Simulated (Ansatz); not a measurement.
# Geometry relaxation, with input and output: SiN2H6O (part 1 of 2)

System: SiN2H6O.
Method: RKS revPBE-D4/6-31G* (Ansatz 0.2.0).

The input holds or restrains some coordinates. It belongs to a series of runs on one base structure; here: pulled along the bonds that form and break, towards end A.

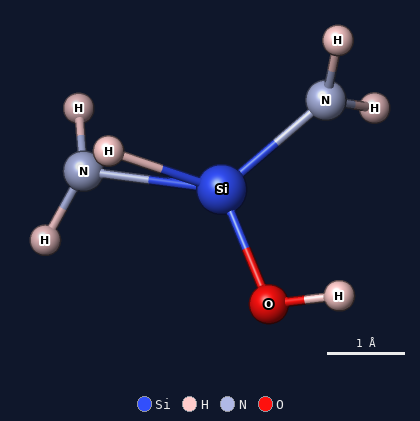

**Figure 1.** The starting structure (ball-and-stick view, seen at a tilt). Bond lengths as drawn: H–N 1.06 Å, H–O 1.01 Å, H–Si 1.66 Å, N–Si 1.82 to 2.02 Å and O–Si 1.68 Å.

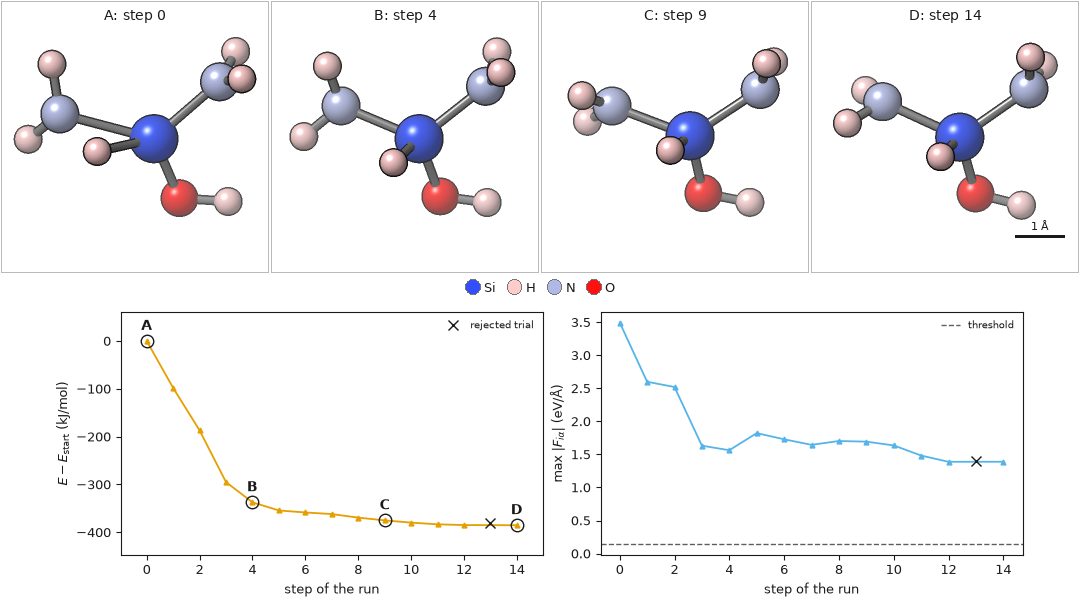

**Figure 2.** Frames of the restrained relaxation (ball-and-stick view, seen at a tilt) above the curves, on which the letters mark them (the first geometry is step 0 here and step 1 in the log).

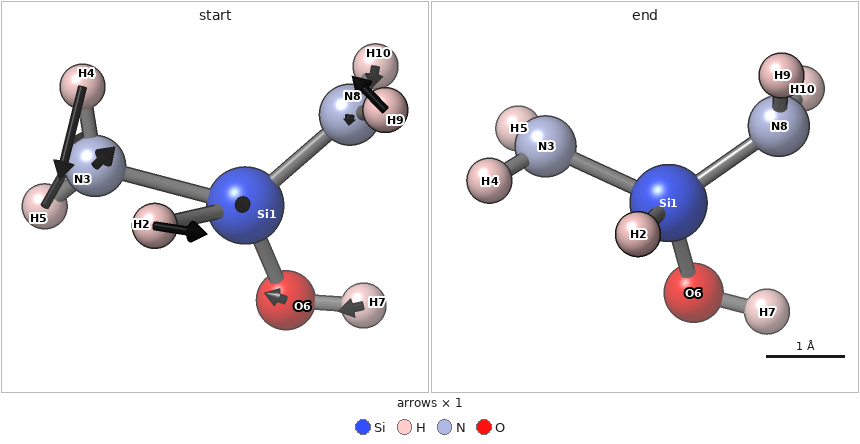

**Figure 3.** Before (left) and after (right) the restrained relaxation, at one scale (ball-and-stick view, seen at a tilt). The black arrows give the displacements, at true length. Over 14 geometry steps the energy falls by 385.2 kJ/mol. Largest force component: 3.5 eV/Å at the start, 1.4 eV/Å at the end. The line search rejected the trial step at point 13 (counted from 0) and went back. The largest move after the best rigid fit is that of H4, 1.27 Å. By element the largest moves are H 1.27 Å, N 0.42 Å, O 0.31 Å, Si 0.24 Å. Among the contacts that change: Si1–N3 2.020 → 1.774 Å, Si1–H2 1.660 → 1.463 Å, Si1–N8 1.819 → 1.746 Å, N3–H4 1.060 → 1.019 Å. Among the angles that change: H2–Si1–N3 45.6° → 90.0°, N3–Si1–O6 122.8° → 111.2°, H2–Si1–N8 121.5° → 110.0°. (Atoms are counted from 1 in the order of the input.)

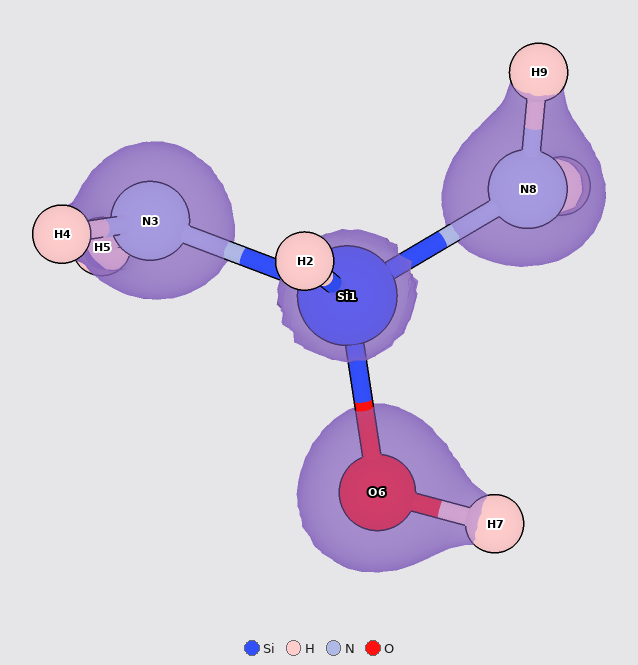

**Figure 4.** Isosurface of the electron density at 1.5 e/Å³ (purple), seen at a tilt. At this value the surface falls into five separate pieces. It is pinched off along the Si–O (1.68 Å) and Si–N (1.75 Å) contacts. On the grid the lowest density along these lines, outside the cores, is 0.91 e/Å³ (Si–O, 1.68 Å), 0.87 e/Å³ (Si–N, 1.75 Å), 2.2 e/Å³ (O–H, 0.98 Å) and 2.2 e/Å³ (N–H, 1.02 Å).

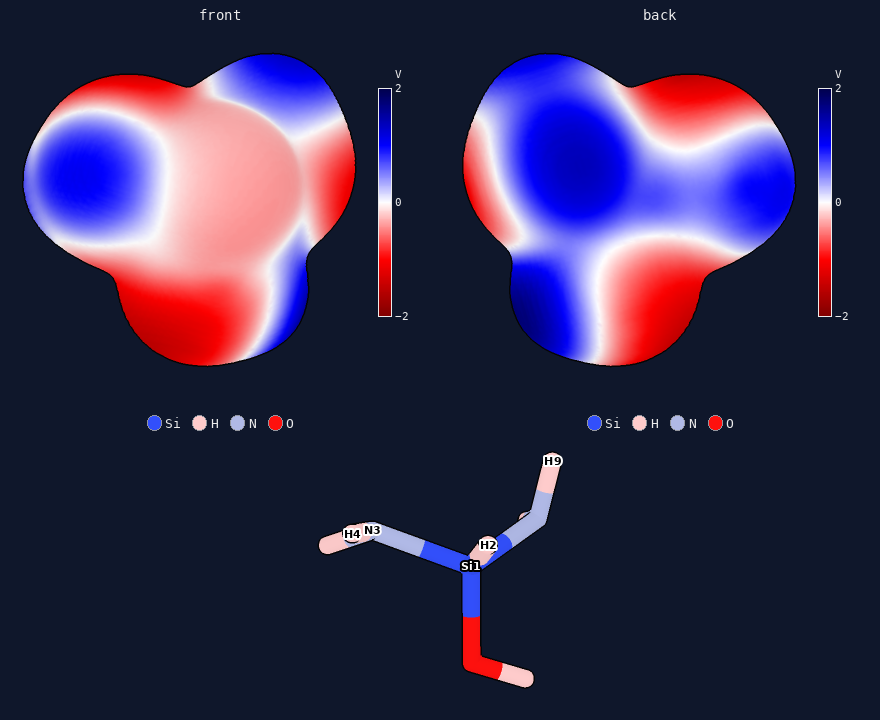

**Figure 5.** The molecular electrostatic potential painted on the density surface at 0.001 e/bohr³, seen at a tilt and from behind; the colour scale runs from red (negative) to blue (positive). The bare structure is drawn below in the same view.

These pictures come from the run below.

Input
```yaml
crystal:
  periodic: [false, false, false]
  atoms:
    - { symbol: Si, position_ang: [0.0, 0.0, 0.0] }
    - { symbol: H, position_ang: [0.8198, 0.0, 1.4434] }
    - { symbol: "N", position_ang: [1.9526, 0.0, 0.5176] }
    - { symbol: H, position_ang: [2.4509, -0.918, 0.3369] }
    - { symbol: H, position_ang: [2.4539, 0.918, 0.3453] }
    - { symbol: O, position_ang: [-0.7913, 1.3709, -0.5594] }
    - { symbol: H, position_ang: [-1.7491, 1.1401, -0.7818] }
    - { symbol: "N", position_ang: [-0.8572, -1.4851, -0.6061] }
    - { symbol: H, position_ang: [-1.3922, -2.1014, 0.0704] }
    - { symbol: H, position_ang: [-0.8219, -1.7344, -1.6357] }
basis:
  gaussian: { orbitals: "6-31G*" }
hamiltonian:
  xc: revpbe
  dispersion: d4
relax:
  f_tol: 0.15
  max_steps: 25
  restrain:
    - { distance: [1, 2], at: 2.26, k: 30.0 }
    - { distance: [0, 1], at: 1.46, k: 30.0 }
    - { distance: [0, 2], at: 1.82, k: 30.0 }
output:
  orbitals: {}
```

Command:
```bash
ansatz run input.yaml --threads 1 --pin off --max-ram 2048MiB --backend cpu --events-out ev --progress --plain --runs-dir out
```

What the program printed
```
The last accepted step is kept in [file] (removed where the run ends without a failure and the disk answers)
Engine: ansatz 0.2.0, aarch64-unknown-linux-gnu
Functional definition: revPBE
  parameter kappa = 1.245
  parameter beta = 0.06672455060314922
  exchange = pbe_x(kappa = kappa, mu = beta*pi^2/3)
  correlation = pbe_c(beta = beta)
973 factors; their error is unknown
mean field evaluation 1: about -12980.2035 eV, gradient 9.2e1 eV
mean field evaluation 2: about -12926.9878 eV, gradient 1.7e2 eV
mean field evaluation 4: about -12995.1586 eV, gradient 2.6e1 eV
mean field evaluation 8: about -12996.7285 eV, gradient 1.3e-1 eV
mean field evaluation 16: about -12996.6680 eV, gradient 2.2e-4 eV
mean field -12996.66798006 eV, -477.6187388093 hartree, gradient 2.3e-5 eV, S^2 0.000000; 0 other end points of the search recorded, 0 dependent functions left out
the calculation of the forces begins
reference -12996.66801840 eV, -477.6187402182 hartree; 21, 21 occupied and 55, 55 virtual orbitals, 973 factors
relax step   1: F+E_penalty+E_count = -12997.19403489 eV  Δ(F+E_penalty+E_count) = +0.000e0 eV  max|allowed force component| = 3.495e0 eV/Å  E_restraint = 10.72836756 eV  max|allowed force component, restraints' pulls added| = 2.364e1 eV/Å  Δτ_max = 0.0000 Å  (28 SCF iters, accepted)
  distance H 1 - N 2 = 1.4630 Å
  distance Si 0 - H 1 = 1.6600 Å
  distance Si 0 - N 2 = 2.0200 Å
these checks for a lower state are left out or cut short: starts, cluster_reference, orbital_swaps, neighbouring_geometries, increment
973 factors; their error is unknown
mean field -12997.68860016 eV, -477.6562459060 hartree, gradient 1.5e-5 eV, S^2 0.000000; 0 other end points of the search recorded, 0 dependent functions left out
[... from here on the field's lines of each further geometry are left out, up to the last ...]
relax step   2: F+E_penalty+E_count = -12998.20973859 eV  Δ(F+E_penalty+E_count) = -1.016e0 eV  max|allowed force component| = 2.599e0 eV/Å  E_restraint = 4.23521166 eV  max|allowed force component, restraints' pulls added| = 1.521e1 eV/Å  Δτ_max = 0.1949 Å  (34 SCF iters, accepted)
relax step   3: F+E_penalty+E_count = -12999.12979563 eV  Δ(F+E_penalty+E_count) = -9.201e-1 eV  max|allowed force component| = 2.520e0 eV/Å  E_restraint = 0.85491263 eV  max|allowed force component, restraints' pulls added| = 7.493e0 eV/Å  Δτ_max = 0.1949 Å  (35 SCF iters, accepted)
relax step   4: F+E_penalty+E_count = -13000.25099375 eV  Δ(F+E_penalty+E_count) = -1.121e0 eV  max|allowed force component| = 1.632e0 eV/Å  E_restraint = 0.02929216 eV  max|allowed force component, restraints' pulls added| = 1.539e0 eV/Å  Δτ_max = 0.1947 Å  (37 SCF iters, accepted)
relax step   5: F+E_penalty+E_count = -13000.68917550 eV  Δ(F+E_penalty+E_count) = -4.382e-1 eV  max|allowed force component| = 1.564e0 eV/Å  E_restraint = 0.04676090 eV  max|allowed force component, restraints' pulls added| = 7.820e-1 eV/Å  Δτ_max = 0.2000 Å  (28 SCF iters, accepted)
relax step   6: F+E_penalty+E_count = -13000.86552183 eV  Δ(F+E_penalty+E_count) = -1.763e-1 eV  max|allowed force component| = 1.823e0 eV/Å  E_restraint = 0.11225133 eV  max|allowed force component, restraints' pulls added| = 1.269e0 eV/Å  Δτ_max = 0.1638 Å  (27 SCF iters, accepted)
relax step   7: F+E_penalty+E_count = -13000.90935840 eV  Δ(F+E_penalty+E_count) = -4.384e-2 eV  max|allowed force component| = 1.729e0 eV/Å  E_restraint = 0.10813599 eV  max|allowed force component, restraints' pulls added| = 3.514e-1 eV/Å  Δτ_max = 0.1269 Å  (27 SCF iters, accepted)
relax step   8: F+E_penalty+E_count = -13000.94388842 eV  Δ(F+E_penalty+E_count) = -3.453e-2 eV  max|allowed force component| = 1.645e0 eV/Å  E_restraint = 0.10971003 eV  max|allowed force component, restraints' pulls added| = 8.151e-1 eV/Å  Δτ_max = 0.1955 Å  (28 SCF iters, accepted)
relax step   9: F+E_penalty+E_count = -13001.02092509 eV  Δ(F+E_penalty+E_count) = -7.704e-2 eV  max|allowed force component| = 1.703e0 eV/Å  E_restraint = 0.09698071 eV  max|allowed force component, restraints' pulls added| = 4.387e-1 eV/Å  Δτ_max = 0.2000 Å  (27 SCF iters, accepted)
relax step  10: F+E_penalty+E_count = -13001.08068210 eV  Δ(F+E_penalty+E_count) = -5.976e-2 eV  max|allowed force component| = 1.693e0 eV/Å  E_restraint = 0.08343732 eV  max|allowed force component, restraints' pulls added| = 5.097e-1 eV/Å  Δτ_max = 0.2000 Å  (27 SCF iters, accepted)
relax step  11: F+E_penalty+E_count = -13001.12901540 eV  Δ(F+E_penalty+E_count) = -4.833e-2 eV  max|allowed force component| = 1.637e0 eV/Å  E_restraint = 0.07469418 eV  max|allowed force component, restraints' pulls added| = 3.397e-1 eV/Å  Δτ_max = 0.2000 Å  (27 SCF iters, accepted)
relax step  12: F+E_penalty+E_count = -13001.16622702 eV  Δ(F+E_penalty+E_count) = -3.721e-2 eV  max|allowed force component| = 1.483e0 eV/Å  E_restraint = 0.06767879 eV  max|allowed force component, restraints' pulls added| = 1.736e-1 eV/Å  Δτ_max = 0.2000 Å  (28 SCF iters, accepted)
relax step  13: F+E_penalty+E_count = -13001.18191240 eV  Δ(F+E_penalty+E_count) = -1.569e-2 eV  max|allowed force component| = 1.389e0 eV/Å  E_restraint = 0.06009152 eV  max|allowed force component, restraints' pulls added| = 1.402e-1 eV/Å  Δτ_max = 0.2000 Å  (28 SCF iters, accepted)
relax step  14: F+E_penalty+E_count = -13001.14334934 eV  Δ(F+E_penalty+E_count) = +3.856e-2 eV  max|allowed force component| = 1.398e0 eV/Å  E_restraint = 0.05500891 eV  max|allowed force component, restraints' pulls added| = 1.398e0 eV/Å  Δτ_max = 0.1886 Å  (30 SCF iters, rejected (line search))
the calculation of the forces begins
reference -13000.62955130 eV, -477.7643238669 hartree; 21, 21 occupied and 55, 55 virtual orbitals, 973 factors
relax step  15: F+E_penalty+E_count = -13001.18598373 eV  Δ(F+E_penalty+E_count) = -4.071e-3 eV  max|allowed force component| = 1.389e0 eV/Å  E_restraint = 0.05625178 eV  max|allowed force component, restraints' pulls added| = 1.414e-1 eV/Å  Δτ_max = 0.0667 Å  (28 SCF iters, accepted)
  distance H 1 - N 2 = 2.2999 Å
  distance Si 0 - H 1 = 1.4628 Å
  distance Si 0 - N 2 = 1.7736 Å
973 factors; their error is unknown
mean field evaluation 128: about -13000.6888 eV, gradient 4.3e-1 eV
mean field -13000.62951176 eV, -477.7643224140 hartree, gradient 1.7e-5 eV, S^2 0.000000; 1 other end points of the search recorded, 0 dependent functions left out
the calculation of the forces begins
reference -13000.62955130 eV, -477.7643238669 hartree; 21, 21 occupied and 55, 55 virtual orbitals, 973 factors
Total energy: -13001.18602327 eV, -477.7847738348 hartree
Atom 0 at     0.062145    -0.119215     0.213925 Å, force     1.389316    -0.096749    -0.210141 eV/Å
Atom 1 at     0.100634    -0.357948     1.656625 Å, force    -0.899173    -0.093844     0.824915 eV/Å
Atom 2 at     1.832881    -0.198855     0.152167 Å, force    -0.610863     0.067844    -0.739443 eV/Å
Atom 3 at     2.268569     0.075074     1.031638 Å, force     0.067902     0.070149     0.041327 eV/Å
Atom 4 at     2.367945     0.162978    -0.640047 Å, force     0.041592     0.005267     0.001557 eV/Å
Atom 5 at    -0.501939     1.348373    -0.385878 Å, force    -0.141366    -0.005414     0.009563 eV/Å
Atom 6 at    -1.467957     1.304947    -0.551358 Å, force     0.123399     0.029910     0.015461 eV/Å
Atom 7 at    -0.903358    -1.344191    -0.569747 Å, force     0.030259    -0.000774     0.066310 eV/Å
Atom 8 at    -0.804987    -2.287161    -0.185873 Å, force     0.002005    -0.000267    -0.015495 eV/Å
Atom 9 at    -0.888432    -1.393903    -1.590851 Å, force    -0.003071     0.023877     0.005946 eV/Å
Dipole moment:    -0.045168    -0.167090    -0.207306 e Å
```
